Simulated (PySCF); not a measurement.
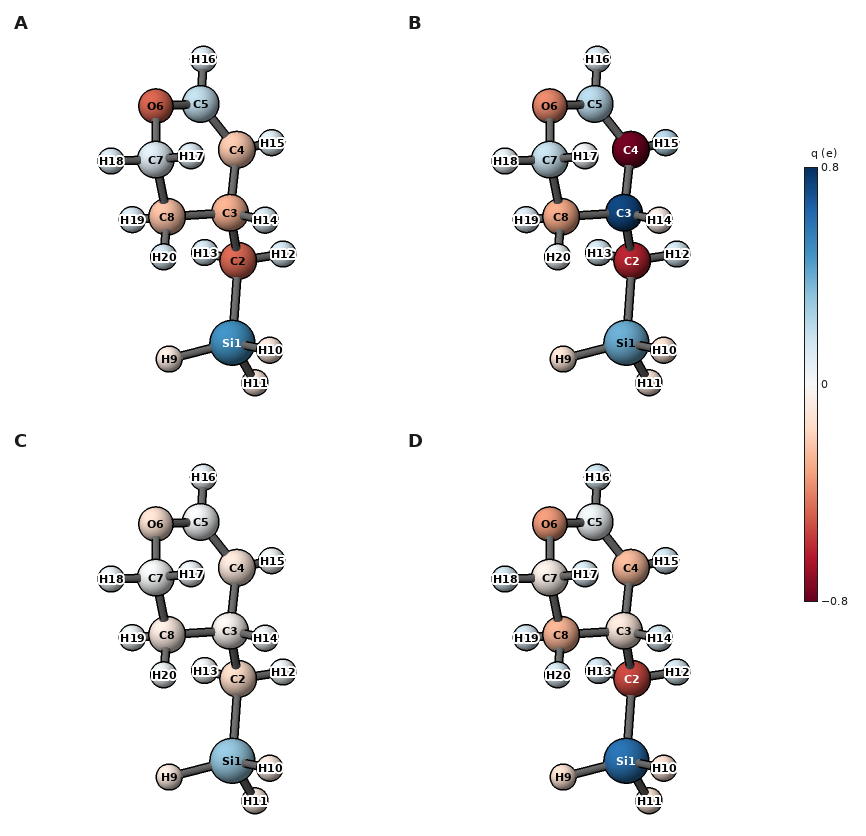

Atomic charges of one calculation by 4 schemes, on one colour scale. The geometry was computed by an optimisation with GFN2-xTB. No frequency run is at hand to confirm it as a minimum. Level of theory: PBE0/pcSseg-1 (PySCF 2.14.0).

The schemes are ESP-fitted, Hirshfeld, IAO, Mulliken. Which panel shows which?

Answer. A Mulliken, B ESP-fitted, C Hirshfeld, D IAO.

List the charges (e), one line for each set of equivalent atoms.

```csv
atom,Mulliken,ESP-fitted,Hirshfeld,IAO
Si1,0.48,0.40,0.31,0.59
C2,−0.46,−0.61,−0.15,−0.53
C3,−0.28,0.73,−0.03,−0.10
C4,−0.22,−0.77,−0.10,−0.26
C5,0.20,0.22,0.02,0.04
O6,−0.47,−0.38,−0.12,−0.34
C7,0.11,0.18,0.01,−0.06
C8,−0.24,−0.31,−0.08,−0.28
H9,−0.08,−0.11,−0.08,−0.12
H10,−0.08,−0.11,−0.08,−0.12
H11,−0.08,−0.10,−0.08,−0.11
H12,0.14,0.16,0.04,0.14
H13,0.14,0.16,0.04,0.15
H14,0.14,−0.06,0.03,0.13
H15,0.09,0.22,0.04,0.15
H16,0.10,0.12,0.05,0.16
H17,0.11,0.03,0.04,0.13
H18,0.12,0.06,0.05,0.15
H19,0.13,0.12,0.04,0.14
H20,0.14,0.05,0.04,0.14
```

The geometry is semi-empirical. Around Si such bond lengths and angles can be off by a tenth of an ångström or more and by several degrees, and values that hang on the shape move with them.
